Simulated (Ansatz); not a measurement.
HgSe (zinc blende)

```
CELL_PARAMETERS angstrom
      0.00000     3.06666     3.06666
      3.06666     0.00000     3.06666
      3.06666     3.06666     0.00000
ATOMIC_POSITIONS crystal
  Se 0.25000 0.25000 0.25000
  Hg 0.00000 0.00000 0.00000
```

E(V) scan at fixed shape, V₀ the volume above. Symmetry pins the atoms to their sites.

Computed with PBEsol (plane waves to 420 eV, PAW, scalar-relativistic; Ansatz, a quantum-chemistry and plane-wave program). k mesh 9×9×9 (Γ-centred), Fermi-Dirac smearing 0.05 eV. E stands for the smeared free energy. At this level the bands of HgSe touch or barely overlap. HgSe was relaxed with its symmetry unable to fall. Spin-orbit coupling is left out, though Hg is heavy. ΔE is measured from the relaxed starting cell.

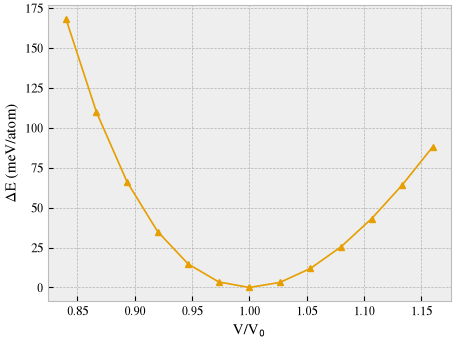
Fig. 1. ΔE (meV/atom) against V/V₀; one marker a computed point.

**Question.** What is ΔE at V/V₀ = 1.160?

**Answer.** About 88 meV/atom.

**Question.** What is ΔE at V/V₀ = 0.840?

**Answer.** About 170 meV/atom.

**Question.** What bulk modulus B₀ follows from a third-order Birch-Murnaghan fit?

**Answer.** About 51 GPa.

(A scan under strain: stresses follow from slopes of the energy per volume, elastic moduli from its curvatures.)
